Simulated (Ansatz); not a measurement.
BH5NSi (SMILES BN[SiH2]) (doublet)

Input

```
crystal:
  periodic: [false, false, false]
  atoms:
    - { symbol: B, position_ang: [-0.4646, 1.06579, -0.7226] }
    - { symbol: "N", position_ang: [-0.27839, 0.23154, 0.38005] }
    - { symbol: Si, position_ang: [0.30125, -1.40791, 0.47378] }
    - { symbol: H, position_ang: [-0.18543, 0.66093, -1.7862] }
    - { symbol: H, position_ang: [-0.88822, 2.14861, -0.56544] }
    - { symbol: H, position_ang: [-0.54433, 0.61428, 1.2771] }
    - { symbol: H, position_ang: [0.97159, -1.79275, -0.75593] }
    - { symbol: H, position_ang: [1.08813, -1.5205, 1.69925] }
magnetization:
  spin_polarized: true
  initial_magnetization: 1
basis:
  gaussian: { orbitals: "6-31G" }
hamiltonian:
  xc: lda
relax:
  f_tol: 0.015
  max_steps: 40
output:
  orbitals: {}
```

Launched as:

```sh
ansatz run input.yaml --threads 1 --pin off --max-ram 2048MiB --backend cpu --events-out ev --progress --plain --runs-dir out
```

The fields are those of the relaxed geometry.

Theory: Ansatz, UKS LDA/6-31G.

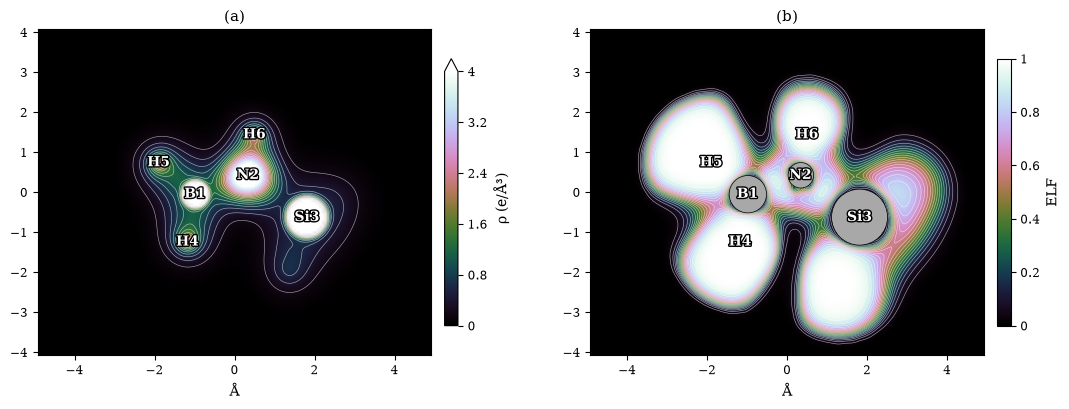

Figure 1. (a) total electron density; (b) electron localisation function on the plane of atoms N2, B1 and H5. Grey discs cover the atomic cores in the ELF map.

Q: Interpret the plot.

A: The plane passes through B, N, Si and H nuclei. B–N (1.41 Å): ρ is about 1.8 e/Å³ halfway; the ELF peaks at about 0.90 between the atoms: a polar covalent bond. Si–N (1.80 Å): the density is about 0.82 e/Å³ at the midpoint; the ELF peaks at about 0.90 between the atoms: a shared but strongly polarised pair. N–H (1.03 Å): ρ is about 2.6 e/Å³ halfway; the ELF climbs to about 1 towards the hydrogen, as it does in any bond to H; an ordinary covalent bond to hydrogen. B–H (1.21 Å): ρ is about 1.1 e/Å³ halfway; the ELF climbs to about 1 towards the hydrogen (a covalent bond by its length).

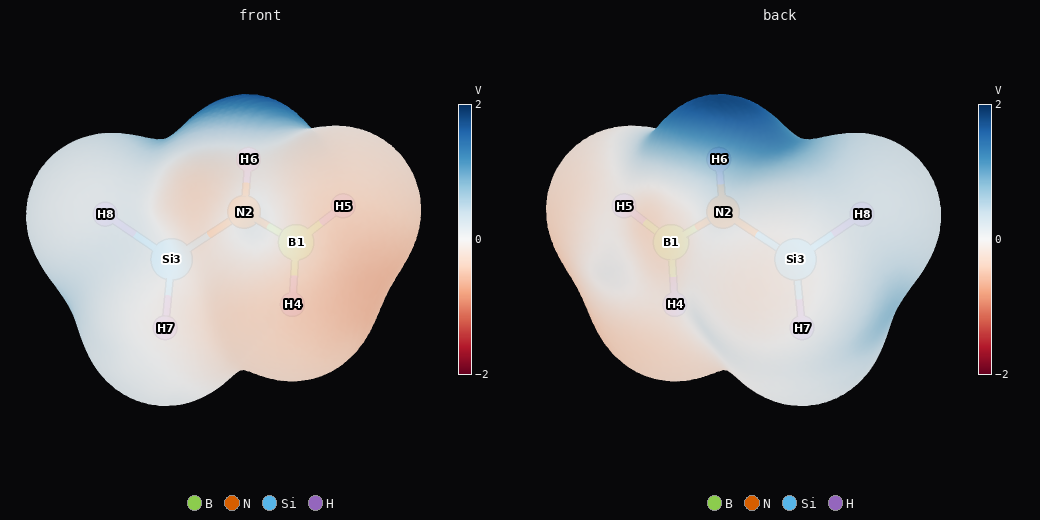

Figure 2. The electrostatic potential painted on the density surface at 0.001 e/bohr³, seen from the front and from behind; the colour scale runs from red (negative) to blue (positive).

Q: Which sites attract a positive test charge, and which a negative one?

A: A positive charge is drawn to the negative regions and a negative charge to the positive ones. The most negative region (about −0.6 V) lies over H4, the most positive (about +1.8 V) over H6.

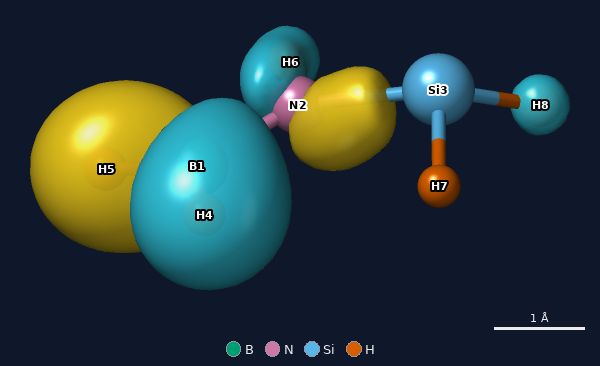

Figure 3. The HOMO−1 (α) at ±0.15 Å⁻³ᐟ² (yellow and cyan are the two phases), seen at an oblique angle.

Q: Describe this orbital and give its energy.

A: It lies mainly on B1 (about 35 %), H5 (about 25 %), H4 (about 20 %) and N2 (about 10 %). Its energy is −7.31 eV.
